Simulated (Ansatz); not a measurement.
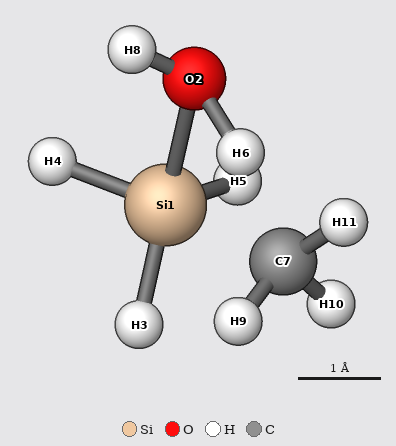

Fig. 1: The structure (ball-and-stick view, seen at a tilt; atoms are numbered from 1 in the order of the input). Bond lengths as drawn: C–H 1.09 to 1.10 Å, H–O 0.96 to 1.17 Å, H–Si 1.48 to 1.50 Å and O–Si 1.89 Å.

# Two runs on CH₈OSi

System: CH₈OSi.
Method of run A: RKS BHLYP-D4/def2-TZVPP (Ansatz 0.2.0).

The geometry comes from this level: PBE0-D4/def2-TZVP. Text and figures count atoms from 1; the logs count them from 0 in places.

Input file, run A:
```yaml
crystal:
  periodic: [false, false, false]
  atoms:
    - {symbol: Si, position_ang: [-0.967483, 0.123626, 0.314548]}
    - {symbol: O, position_ang: [0.491190, 1.036567, 1.092950]}
    - {symbol: H, position_ang: [-1.531914, -1.150560, -0.236396]}
    - {symbol: H, position_ang: [-1.601176, 0.065384, 1.677440]}
    - {symbol: H, position_ang: [-1.535458, 1.237838, -0.474365]}
    - {symbol: H, position_ang: [0.896801, 0.346941, 0.237844]}
    - {symbol: C, position_ang: [0.757307, -0.486169, -0.915920]}
    - {symbol: H, position_ang: [0.685844, 0.784620, 2.002272]}
    - {symbol: H, position_ang: [0.848841, -1.559257, -0.751831]}
    - {symbol: H, position_ang: [0.191354, -0.311230, -1.832435]}
    - {symbol: H, position_ang: [1.764595, -0.087759, -1.114106]}
basis:
  gaussian: {orbitals: def2-TZVPP}
hamiltonian: {xc: {name: BHLYP}, dispersion: d4}
```

Command:
```bash
ansatz run in.yaml --threads 4 --pin off --events-out ev --progress --plain --max-ram 9574MiB
```

Hardware: 4 threads of Arm Neoverse V1, 23 GiB of memory available, shared host.

Output (run A):
```
Functional definition: BHLYP
  parameter a = 0.5
  exchange = (1 - a)*b88_x + a*exact_x
  correlation = lyp_c
1180 factors; their error is unknown
mean field evaluation 1: about -11084.5611 eV, gradient 5.3e1 eV
mean field evaluation 2: about -11084.5133 eV, gradient 5.3e1 eV
mean field evaluation 4: about -11089.7294 eV, gradient 2.3e0 eV
mean field evaluation 8: about -11089.7401 eV, gradient 4.9e-2 eV
mean field evaluation 16: about -11089.7976 eV, gradient 3.0e-5 eV
mean field -11089.79761083 eV, -407.5425452631 hartree, gradient 3.0e-5 eV, S^2 0.000000; 0 other end points of the search recorded, 0 dependent functions left out
reference -11089.79778647 eV, -407.5425517178 hartree; 18, 18 occupied and 198, 198 virtual orbitals, 1180 factors
Total energy: -11089.99034067 eV, -407.5496279544 hartree
```

For run B the input was changed thus:
```diff
-    - {symbol: Si, position_ang: [-0.967483, 0.123626, 0.314548]}
-    - {symbol: O, position_ang: [0.491190, 1.036567, 1.092950]}
-    - {symbol: H, position_ang: [-1.531914, -1.150560, -0.236396]}
-    - {symbol: H, position_ang: [-1.601176, 0.065384, 1.677440]}
-    - {symbol: H, position_ang: [-1.535458, 1.237838, -0.474365]}
-    - {symbol: H, position_ang: [0.896801, 0.346941, 0.237844]}
-    - {symbol: C, position_ang: [0.757307, -0.486169, -0.915920]}
-    - {symbol: H, position_ang: [0.685844, 0.784620, 2.002272]}
-    - {symbol: H, position_ang: [0.848841, -1.559257, -0.751831]}
-    - {symbol: H, position_ang: [0.191354, -0.311230, -1.832435]}
-    - {symbol: H, position_ang: [1.764595, -0.087759, -1.114106]}
+    - {symbol: Si, position_ang: [-1.060408, -0.402419, -0.029250]}
+    - {symbol: O, position_ang: [1.386940, 1.480948, 1.316430]}
+    - {symbol: H, position_ang: [-2.282957, -1.144381, -0.444115]}
+    - {symbol: H, position_ang: [-0.742445, -0.811977, 1.368100]}
+    - {symbol: H, position_ang: [-1.404813, 1.047740, -0.008367]}
+    - {symbol: H, position_ang: [1.101665, 0.928970, 2.048827]}
+    - {symbol: C, position_ang: [0.366614, -0.745532, -1.180255]}
+    - {symbol: H, position_ang: [0.657467, 2.088292, 1.169717]}
+    - {symbol: H, position_ang: [0.610900, -1.810072, -1.189399]}
+    - {symbol: H, position_ang: [0.122550, -0.444756, -2.201517]}
+    - {symbol: H, position_ang: [1.244387, -0.186812, -0.850171]}
```

How does run B compare with run A?

With the same method and basis, run B lies 54.2 kcal/mol lower.

Output (run B):
```
Functional definition: BHLYP
  parameter a = 0.5
  exchange = (1 - a)*b88_x + a*exact_x
  correlation = lyp_c
1180 factors; their error is unknown
mean field evaluation 1: about -11085.8501 eV, gradient 5.8e1 eV
mean field evaluation 2: about -11085.4361 eV, gradient 6.0e1 eV
mean field evaluation 4: about -11092.1011 eV, gradient 2.0e0 eV
mean field evaluation 8: about -11092.1093 eV, gradient 3.7e-2 eV
mean field evaluation 16: about -11092.1695 eV, gradient 7.0e-5 eV
mean field -11092.16952726 eV, -407.6297115842 hartree, gradient 7.0e-5 eV, S^2 0.000000; 0 other end points of the search recorded, 0 dependent functions left out
reference -11092.16971337 eV, -407.6297184236 hartree; 18, 18 occupied and 198, 198 virtual orbitals, 1180 factors
Total energy: -11092.33904176 eV, -407.6359411271 hartree
```

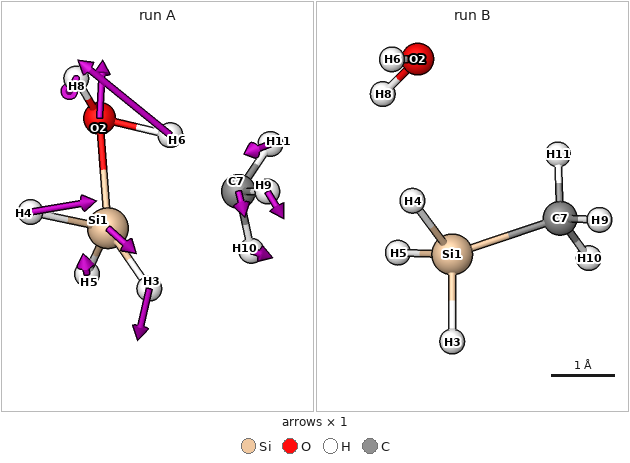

Fig. 2: The two input geometries at one scale (ball-and-stick view, seen at a tilt). The pink arrows on the first give the shifts of the atoms after the best rigid fit, at true length. The largest move after the best rigid fit is that of H6, 1.99 Å. Largest moves by element: H 1.99 Å, O 0.98 Å, Si 0.66 Å, C 0.47 Å. Among the contacts that change: Si1–O2 1.889 → 3.369 Å, Si1–C7 2.205 → 1.865 Å, O2–H6 1.171 → 0.960 Å, Si1–H5 1.479 → 1.491 Å.

The two runs side by side:

| quantity | run A | run B |
| --- | --- | --- |
| outcome | converged | converged |
| total energy (hartree) | −407.549628 | −407.635941 |
| basis functions | 216 | 216 |
| wall time (shared host) | 1.8 s | 1.6 s |
